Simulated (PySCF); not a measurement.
SMILES [Si](C[CH2][Al]([CH3])[CH3])(F)(F)F, singlet, GFN2-xTB optimised geometry. Atoms within 1.6 Å of the plane z = 0.0 Å (x, y, z in Å): Si1 (-2.87, 1.26, 0.00), F2 (-3.58, 2.68, 0.00), F3 (-3.51, 0.51, 1.25), F4 (-3.51, 0.52, -1.25), C5 (-0.99, 1.26, 0.00), C6 (-0.40, -0.18, -0.04), Al7 (1.61, -0.14, 0.07), C8 (2.60, -1.82, -0.30), C9 (2.49, 1.58, 0.55), H10 (-0.61, 1.77, 0.89), H11 (-0.61, 1.82, -0.86), H12 (-0.84, -0.76, 0.78), H13 (-0.76, -0.68, -0.95), H14 (3.20, -1.77, -1.22), H15 (3.31, -2.07, 0.50), H16 (1.93, -2.68, -0.41), H17 (2.21, 2.42, -0.10), H18 (2.27, 1.90, 1.57), H19 (3.58, 1.48, 0.48).

Level of theory: PySCF with PBE0/def2-SVP. Cells within 0.4 Å of a nucleus heavier than hydrogen are left out (blank, or x).

Map of the Laplacian of the electron density (e/bohr⁵), clipped to [-1.50, 1.50] on the plane z = 0.0 Å:

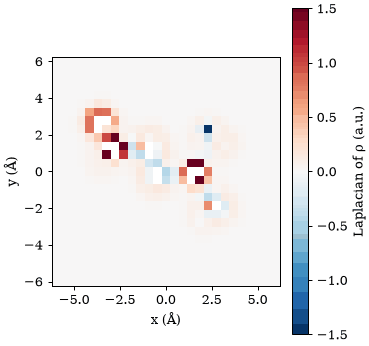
Laplacian of the electron density (e/bohr⁵), clipped to [-1.50, 1.50] on the plane z = 0.0 Å.
